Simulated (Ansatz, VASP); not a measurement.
## Pt (Pt(110)) in two plane-wave programs

Wanted: the spread between two codes on one cell, functional and k mesh. Valence electrons are named where the data sets of a main pair hold unlike numbers.

Program: Ansatz 0.2.0. Level of theory: plane waves, with VASP 6.6.1 beside it; band structure at r2SCAN. Results are calculated unless marked as measured.

### Step 1. Starting point

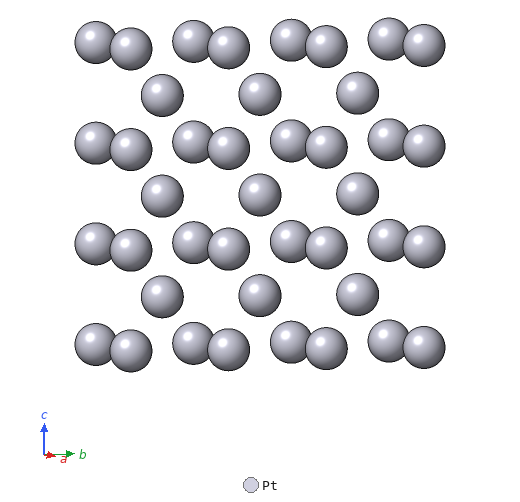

The starting structure, seen from the side, with the c axis up (platinum light grey). 1×3×1 cells are drawn. Some periodic images of atoms are drawn too.

The cell holds 7 atoms: 7 Pt. Its edges and angles: a = 3.920 Å, b = 2.772 Å, c = 26.316 Å, α = 90.0°, β = 90.0°, γ = 90.0°. Vacuum lies along c.

Structure file:

```cif
data_structure
_symmetry_space_group_name_H-M 'P 1'
_symmetry_Int_Tables_number 1
_cell_length_a 3.9200
_cell_length_b 2.7719
_cell_length_c 26.3156
_cell_angle_alpha 90.000
_cell_angle_beta 90.000
_cell_angle_gamma 90.000
_cell_volume 285.94
loop_
_atom_site_label
_atom_site_type_symbol
_atom_site_fract_x
_atom_site_fract_y
_atom_site_fract_z
_atom_site_occupancy
Pt1 Pt 0.00000 0.00000 0.34200 1
Pt2 Pt 0.50000 0.50000 0.39467 1
Pt3 Pt 0.00000 0.00000 0.44733 1
Pt4 Pt 0.50000 0.50000 0.50000 1
Pt5 Pt 0.00000 0.00000 0.55267 1
Pt6 Pt 0.50000 0.50000 0.60533 1
Pt7 Pt 0.00000 0.00000 0.65800 1
```

### Step 2. VASP: band structure, r2SCAN

A single point gives forces, pressure and levels at one fixed geometry, so differences don't come from the geometry; what else differs is listed under the comparison.

Lines of VASP's logs that name or quote its potential files are left out, and so is its time.

INCAR

```
SYSTEM = Pt
PREC = Normal
ENCUT = 300
EDIFF = 1E-06
NELM = 120
ISMEAR = -1
SIGMA = 0.1
LREAL = .FALSE.
ALGO = Normal
METAGGA = R2SCAN
LASPH = .TRUE.
NBANDS = 54
LORBIT = 11
LWAVE = .FALSE.
LCHARG = .TRUE.
IDIPOL = 3
LDIPOL = .TRUE.
DIPOL = 0.5 0.5 0.5
LVHAR = .TRUE.
LVACPOTAV = .TRUE.
LELF = .TRUE.
NEDOS = 1500
```

POSCAR

```
Pt
1.0
    3.9200000000      0.0000000000      0.0000000000
    0.0000000000      2.7718585823      0.0000000000
    0.0000000000      0.0000000000     26.3155757468
Pt
7
Direct
    0.0000000000      0.0000000000      0.3420027776
    0.5000000000      0.5000000000      0.3946685184
    0.0000000000      0.0000000000      0.4473342592
    0.5000000000      0.5000000000      0.5000000000
    0.0000000000      0.0000000000      0.5526657408
    0.5000000000      0.5000000000      0.6053314816
    0.0000000000      0.0000000000      0.6579972224
```

KPOINTS

```
Automatic mesh
0
Gamma
11 15 1
0 0 0
```

KPOINTS_OPT

```
Line mode
14
Line-mode
Reciprocal
  0.00000000   0.00000000   0.00000000 GAMMA
 -0.50000000   0.00000000   0.00000000 X

 -0.50000000   0.00000000   0.00000000 X
 -0.50000000  -0.50000000   0.00000000 S

 -0.50000000  -0.50000000   0.00000000 S
  0.00000000  -0.50000000   0.00000000 Y

  0.00000000  -0.50000000   0.00000000 Y
  0.00000000   0.00000000   0.00000000 GAMMA

  0.00000000   0.00000000   0.00000000 GAMMA
 -0.50000000  -0.50000000   0.00000000 S
```

PAW data sets: Pt (PBE family, release 64).

Run with:

```bash
mpirun -np 2 vasp_std
```

Numbers of over 12 decimals in the logs are rounded to 6 here.

What it wrote:

```text
[banner, memory and clock lines left out]
running    2 mpi-ranks, on    1 nodes
 distrk:  each k-point on    2 cores,    1 groups
 distr:  one band on    1 cores,    2 groups

 POSCAR found type information on POSCAR Pt
 POSCAR found :  1 types and       7 ions
|                                                                             |
|               ----> ADVICE to this user running VASP <----                  |
|                                                                             |
|     You enforced a specific xc type in the INCAR file but a different       |
|     [... a line on the potential file left out ...]
|     I HOPE YOU KNOW WHAT YOU ARE DOING!                                     |
|                                                                             |

 LDA part: xc-table for (None), standard interpolation
 POSCAR, INCAR and KPOINTS ok, starting setup
 FFT: planning ... GRIDC
 FFT: planning ... GRID_SOFT
 FFT: planning ... GRID
 WAVECAR not read
 entering main loop
       N       E                     dE             d eps       ncg     rms          rms(c)
DAV:   1    -0.384300022778E+01   -0.38430E+01   -0.23507E+04  5296   0.725E+02
DAV:   2    -0.365794073212E+03   -0.36195E+03   -0.33547E+03  6310   0.200E+02
DAV:   3    -0.381393196776E+03   -0.15599E+02   -0.15005E+02  5944   0.405E+01
DAV:   4    -0.381650639856E+03   -0.25744E+00   -0.25718E+00  6242   0.549E+00
DAV:   5    -0.381656079850E+03   -0.54400E-02   -0.54395E-02  6078   0.782E-01    0.301E+01
DAV:   6    -0.361549279262E+03    0.20107E+02   -0.30387E+01  5754   0.273E+01    0.294E+01
DAV:   7    -0.360926320729E+03    0.62296E+00   -0.17697E+01  5682   0.312E+01    0.192E+01
DAV:   8    -0.359279298869E+03    0.16470E+01   -0.15408E+01  5596   0.221E+01    0.124E+01
DAV:   9    -0.357986669909E+03    0.12926E+01   -0.78099E+00  5418   0.186E+01    0.717E+00
DAV:  10    -0.357805379100E+03    0.18129E+00   -0.69372E-01  5594   0.564E+00    0.326E+00
DAV:  11    -0.357795836120E+03    0.95430E-02   -0.14529E-01  5480   0.259E+00    0.212E+00
DAV:  12    -0.357776389811E+03    0.19446E-01   -0.10391E-01  5812   0.224E+00    0.782E-01
DAV:  13    -0.357778620093E+03   -0.22303E-02   -0.12407E-02  5374   0.668E-01    0.663E-01
DAV:  14    -0.357776893017E+03    0.17271E-02   -0.76106E-03  5732   0.573E-01    0.141E-01
[...]
DAV:  61    -0.357777044768E+03   -0.16152E-03   -0.94045E-06  5184   0.206E-02    0.478E-04
DAV:  62    -0.357776828795E+03    0.21597E-03   -0.12625E-05  5184   0.237E-02    0.528E-04
DAV:  63    -0.357776958319E+03   -0.12952E-03   -0.57145E-06  5184   0.166E-02    0.202E-04
DAV:  64    -0.357776904844E+03    0.53475E-04   -0.18696E-06  4340   0.941E-03    0.253E-04
DAV:  65    -0.357777022024E+03   -0.11718E-03   -0.58946E-06  5182   0.162E-02    0.368E-04
DAV:  66    -0.357776821907E+03    0.20012E-03   -0.11485E-05  5184   0.228E-02    0.497E-04
DAV:  67    -0.357776935933E+03   -0.11403E-03   -0.39878E-06  5152   0.139E-02    0.278E-04
DAV:  68    -0.357776935698E+03    0.23528E-06   -0.14457E-06  3968   0.848E-03
|                                                                             |
|           W    W    AA    RRRRR   N    N  II  N    N   GGGG   !!!           |
|           W    W   A  A   R    R  NN   N  II  NN   N  G    G  !!!           |
|           W    W  A    A  R    R  N N  N  II  N N  N  G       !!!           |
|           W WW W  AAAAAA  RRRRR   N  N N  II  N  N N  G  GGG   !            |
|           WW  WW  A    A  R   R   N   NN  II  N   NN  G    G                |
|           W    W  A    A  R    R  N    N  II  N    N   GGGG   !!!           |
|                                                                             |
|     Did not find any points to average over, which means that no vacuum     |
|     field-free region was found. Please increase the size of  your cell     |
|     in the dimension of the dipole correction to obtain accurate            |
|     workfunction values.                                                    |
|                                                                             |

   1 F= -.35777694E+03 E0= -.35757976E+03  d E =-.394343E+00
 Start KPOINTS_OPT (optional k-point list driver)
k-point batch [1-48\70]
       N       E                     dE             ncg
DAV:   1     0.906968104144E+04   -0.63815E+05     5376
DAV:   2    -0.800680927904E+04   -0.17076E+05     6346
DAV:   3    -0.871828390720E+04   -0.71147E+03     5938
DAV:   4    -0.872987171865E+04   -0.11588E+02     6310
DAV:   5    -0.873011306608E+04   -0.24135E+00     5926
DAV:   6    -0.873012259165E+04   -0.95256E-02     6518
DAV:   7    -0.873012296378E+04   -0.37213E-03     5644
DAV:   8    -0.873012298112E+04   -0.17334E-04     5282
DAV:   9    -0.873012298187E+04   -0.75281E-06     3666
k-point batch [49-70\70]
       N       E                     dE             ncg
DAV:   1     0.591821432098E+05   -0.15396E+05     2424
DAV:   2     0.510640716891E+05   -0.81181E+04     2812
DAV:   3     0.507517414750E+05   -0.31233E+03     2706
DAV:   4     0.507468844085E+05   -0.48571E+01     2946
DAV:   5     0.507467952648E+05   -0.89144E-01     2732
DAV:   6     0.507467918737E+05   -0.33911E-02     2968
DAV:   7     0.507467917442E+05   -0.12956E-03     2594
DAV:   8     0.507467917384E+05   -0.58029E-05     2378
DAV:   9     0.507467917381E+05   -0.25575E-06     1572
```

Parts of OUTCAR (step 2):

```text
ion  position               nearest neighbor table
   1  0.000  0.000  0.342-   2 2.77   2 2.77   2 2.77   2 2.77   3 2.77
   2  0.500  0.500  0.395-   3 2.77   3 2.77   3 2.77   3 2.77   1 2.77   1 2.77   1 2.77   1 2.77
                             4 2.77
   3  0.000  0.000  0.447-   2 2.77   2 2.77   2 2.77   2 2.77   4 2.77   4 2.77   4 2.77   4 2.77
                             1 2.77   5 2.77
   4  0.500  0.500  0.500-   3 2.77   5 2.77   3 2.77   5 2.77   3 2.77   5 2.77   3 2.77   5 2.77
                             2 2.77   6 2.77
   5  0.000  0.000  0.553-   6 2.77   6 2.77   6 2.77   6 2.77   4 2.77   4 2.77   4 2.77   4 2.77
                             7 2.77   3 2.77
   6  0.500  0.500  0.605-   5 2.77   5 2.77   5 2.77   5 2.77   7 2.77   7 2.77   7 2.77   7 2.77
                             4 2.77
   7  0.000  0.000  0.658-   6 2.77   6 2.77   6 2.77   6 2.77   5 2.77

  LATTYP: Found a simple orthorhombic cell.
 ALAT       =     2.7718585823
 B/A-ratio  =     1.4142135623
 C/A-ratio  =     9.4938377863

 Subroutine GETGRP returns: Found  8 space group operations
 (whereof  8 operations were pure point group operations)

The static configuration has the point symmetry D_2h.

 Found     48 irreducible k-points:

   k-points           NKPTS =     48   k-points in BZ     NKDIM =     48   number of bands    NBANDS=     54

   dimension x,y,z NGX =    18 NGY =   12 NGZ =  112
   dimension x,y,z NGXF=    36 NGYF=   24 NGZF=  224

   ENCUT  =  300.0 eV  22.05 Ry    4.70 a.u.   5.54  3.91 37.16*2*pi/ulx,y,z

   NELECT =      70.0000    total number of electrons

 k-points in reciprocal lattice and weights: Automatic mesh
   0.00000000  0.00000000  0.00000000       0.006
   0.09090909  0.00000000  0.00000000       0.012
   0.18181818  0.00000000  0.00000000       0.012
   0.27272727  0.00000000  0.00000000       0.012
   0.36363636  0.00000000  0.00000000       0.012
   0.45454545  0.00000000  0.00000000       0.012
   0.00000000  0.06666667  0.00000000       0.012
   0.09090909  0.06666667  0.00000000       0.024
   0.18181818  0.06666667  0.00000000       0.024
[...]
0.36363636  0.46666667  0.00000000       0.024
   0.45454545  0.46666667  0.00000000       0.024

 dipolmoment           0.000000      0.000000      0.000000 electrons x Angstroem

 average (electrostatic) potential at core
       1 -77.8344       2 -78.6012       3 -78.8174       4 -78.6642       5 -78.8174
       6 -78.6012       7 -77.8344

 E-fermi :   0.6886

 k-point     1 :       0.0000    0.0000    0.0000
  band No.  band energies     occupation
    ...
     32      -0.0512      1.99878
     33       0.1340      1.99222
     34       0.2279      1.98022
     35       0.5682      1.53816
     36       0.5858      1.47293
     37       0.8988      0.21780
     38       0.9182      0.18288
     39       1.1690      0.01626
     40       2.6420      0.00000
     41       4.0124      0.00000
    ...

 k-point     2 :       0.0909    0.0000    0.0000
  band No.  band energies     occupation
    ...
     32      -0.0296      1.99848
     33       0.0018      1.99792
     34       0.4156      1.87748
     35       0.4582      1.81828
     36       0.5258      1.67173
     37       0.9228      0.17528
     38       0.9317      0.16163
     39       1.0888      0.03590
     40       2.6416      0.00000
     41       3.4252      0.00000
    ...

 k-point     3 :       0.1818    0.0000    0.0000
  band No.  band energies     occupation
    ...
     32      -0.0908      1.99918
     33       0.0178      1.99756
     34       0.1458      1.99125
     35       0.4816      1.77588
     36       0.6409      1.23399
     37       0.8978      0.21964
     38       0.9390      0.15104
     39       0.9589      0.12559
     40       2.1473      0.00000
     41       2.7436      0.00000
    ...

  Total       -2.5974149     -5.1790222     -0.7014262      0.0000000      0.0000000      0.0000000
  in kB      -14.5539841    -29.0193944     -3.9302717      0.0000000      0.0000000      0.0000000
  external PRESSURE =     -15.8345501 kB  Pullay stress =       0.0000000 kB

  energy-cutoff  :      300.00
  volume of cell :      285.94
      direct lattice vectors                 reciprocal lattice vectors
     3.920000000  0.000000000  0.000000000     0.255102041  0.000000000  0.000000000
     0.000000000  2.771858582  0.000000000     0.000000000  0.360768766  0.000000000
     0.000000000  0.000000000 26.315575747     0.000000000  0.000000000  0.038000309

 POSITION                                       TOTAL-FORCE (eV/Angst)
 -----------------------------------------------------------------------------------
      0.00000      0.00000      9.00000        -0.000000      0.000000      0.800905
      1.96000      1.38593     10.38593         0.000000      0.000000     -1.141225
      0.00000      0.00000     11.77186         0.000000      0.000000     -0.024348
      1.96000      1.38593     13.15779        -0.000000      0.000000      0.000000
      0.00000      0.00000     14.54372        -0.000000      0.000000      0.024348
      1.96000      1.38593     15.92965         0.000000     -0.000000      1.141225
      0.00000      0.00000     17.31558        -0.000000      0.000000     -0.800905
 -----------------------------------------------------------------------------------
    total drift:                                0.000000     -0.000000      0.000000

  FREE ENERGIE OF THE ION-ELECTRON SYSTEM (eV)
  ---------------------------------------------------
  free  energy   TOTEN  =      -357.7769356979 eV

  energy  without entropy=     -357.3825923945  energy(sigma->0) =     -357.57976405

 vacuum level on the upper side and lower side of the slab         5.940         5.940

 total charge
# of ion       s       p       d       tot
------------------------------------------
    1        0.606   0.347   8.077   9.030
    2        0.631   0.561   8.012   9.204
    3        0.638   0.601   8.031   9.270
    4        0.638   0.593   8.066   9.298
    5        0.638   0.601   8.031   9.270
    6        0.631   0.561   8.012   9.204
    7        0.606   0.347   8.077   9.030
--------------------------------------------------
tot          4.387   3.612  56.305  64.303

[... 3 further parts left out ...]
```

[end of part 1 of 2]

[Lines on the potential files, build, host, timing and source positions are cut from VASP's logs without a mark.]

[Logs are printed without paths, hosts, clocks, repeated set-up lines and the standing remarks that a program may print on its own settings, such as how far it seeks lower states.]

[Hosts, paths, dates, database ids (printed as entryN), source tags and the programs' standing remarks are cut or masked in the printed files.]
